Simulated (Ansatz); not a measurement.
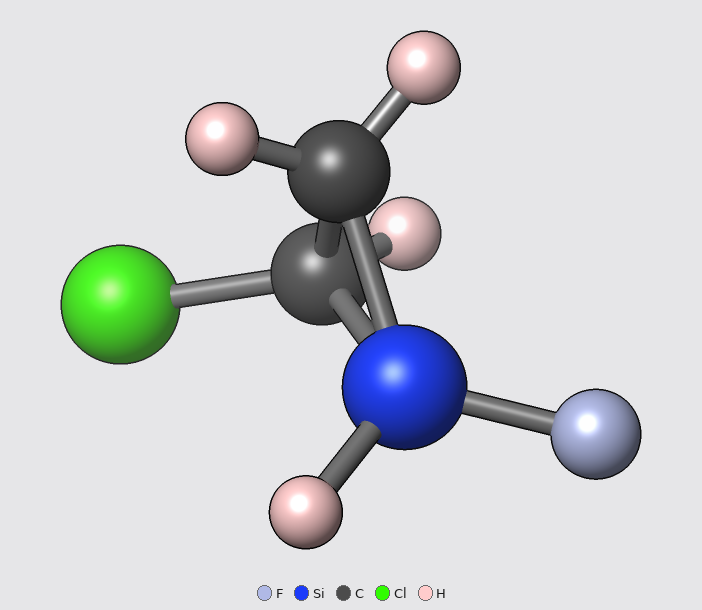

The picture shows a molecular structure as a ball-and-stick model. Every bond is drawn as one stick, whatever its order.

The computed structure is the end point of a PBE0-D4/def2-TZVP optimisation. No frequency run is at hand to confirm it as a minimum.

What does the picture show?

It has 9 atoms: 2 carbon, 4 hydrogen, 1 chlorine, 1 fluorine and 1 silicon (C₂H₄ClFSi). Its SMILES string is `F[Si@H]1C[C@@H]1Cl`. Independent rings (smallest set): 1 of 3 members. Among its groups: C–Cl bond, Si–H bond. This geometry has C1 symmetry.

The parts below concern this one geometry. Atoms keep their numbers from picture to picture.

Geometry

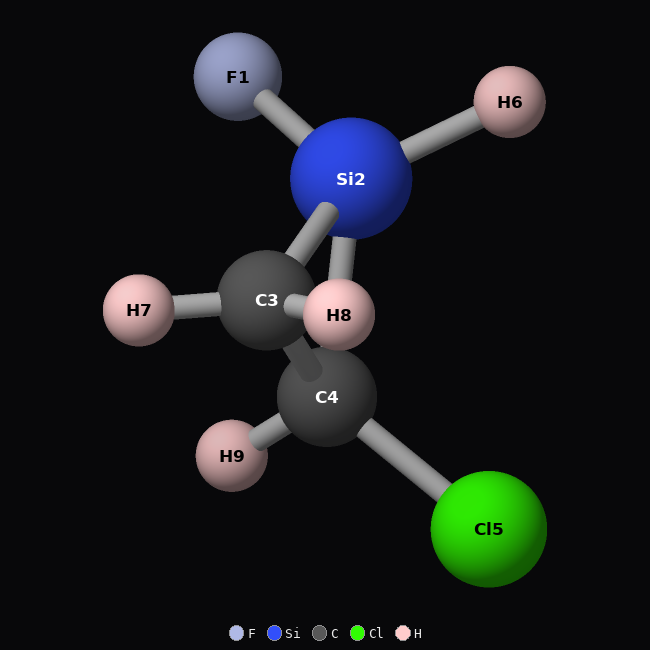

The atoms are numbered. No frequency run is at hand to confirm it as a minimum.

Give these bond angles: F1–Si2–C3, Si2–C3–H8, Si2–C4–C3, Si2–C4–Cl5, Si2–C4–H9, C3–Si2–C4, C3–Si2–H6, C3–C4–Cl5, C3–C4–H9, C4–Si2–H6, C4–C3–H7, Cl5–C4–H9.

```json
{"angle": "F1–Si2–C3", "degrees": "120.8"}
{"angle": "Si2–C3–H8", "degrees": "117.1"}
{"angle": "Si2–C4–C3", "degrees": "64.6"}
{"angle": "Si2–C4–Cl5", "degrees": "123.0"}
{"angle": "Si2–C4–H9", "degrees": "120.0"}
{"angle": "C3–Si2–C4", "degrees": "50.5"}
{"angle": "C3–Si2–H6", "degrees": "121.9"}
{"angle": "C3–C4–Cl5", "degrees": "117.0"}
{"angle": "C3–C4–H9", "degrees": "113.9"}
{"angle": "C4–Si2–H6", "degrees": "121.7"}
{"angle": "C4–C3–H7", "degrees": "115.0"}
{"angle": "Cl5–C4–H9", "degrees": "110.5"}
```

Charges

The questions are on Mulliken charges. No frequency run is at hand to confirm it as a minimum. Properties computed with RKS PBE-D4/def2-TZVPP (Ansatz 0.2.0).

Give the Mulliken charges atom by atom.

```csv
atom,value (e)
F1,−0.27
Si2,0.48
C3,−0.23
C4,−0.08
Cl5,−0.14
H6,−0.05
H7,0.10
H8,0.10
H9,0.11
```

Dipole moment

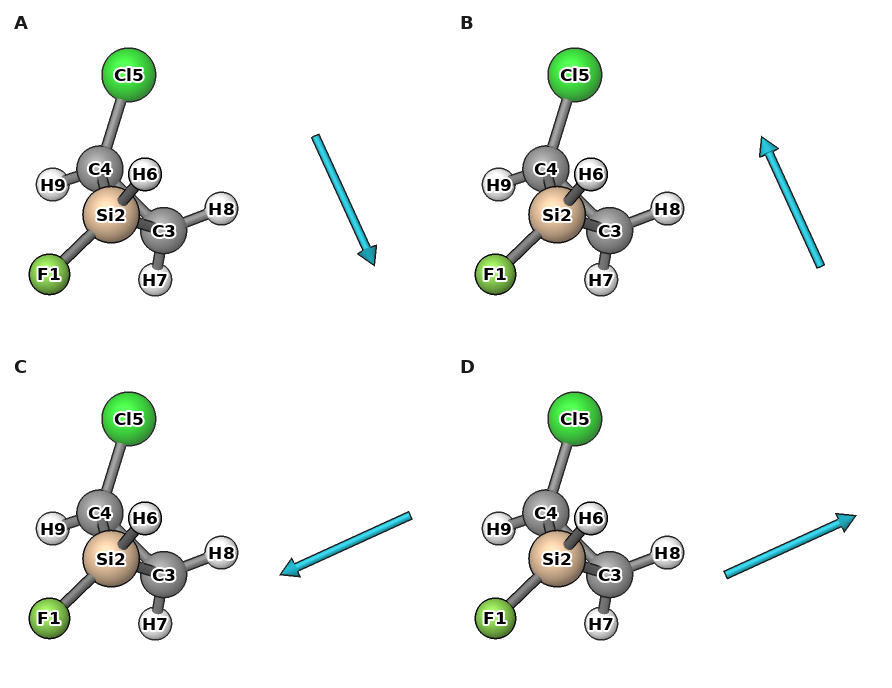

The same molecule four times, each with an arrow. No frequency run is at hand to confirm it as a minimum. Method: RKS r2SCAN-D4/def2-TZVPP (Ansatz 0.2.0).

Which arrow points along the dipole moment, from the negative to the positive end?

A. The dipole moment is 1.26 D; it points from the side of Cl5 to the side of H7 (the outermost atoms at the two ends).

Levels of theory compared

No frequency run is at hand to confirm it as a minimum. Program: Ansatz 0.2.0.

At this fixed geometry, give HOMO energy (eV) at these levels: B3LYP-D4/def2-TZVPP; PBE-D4/def2-TZVPP; PBE0-D4/def2-TZVPP; r2SCAN-D4/def2-TZVPP; ωB97M-V/def2-TZVPP; ωB97X-V/def2-TZVPP.

| level | HOMO energy (eV) |
| --- | --- |
| B3LYP-D4/def2-TZVPP | −7.02 |
| PBE-D4/def2-TZVPP | −5.99 |
| PBE0-D4/def2-TZVPP | −7.23 |
| r2SCAN-D4/def2-TZVPP | −6.23 |
| ωB97M-V/def2-TZVPP | −9.41 |
| ωB97X-V/def2-TZVPP | −9.56 |

Mulliken values depend strongly on the basis set and can even reverse the polarity of a bond.
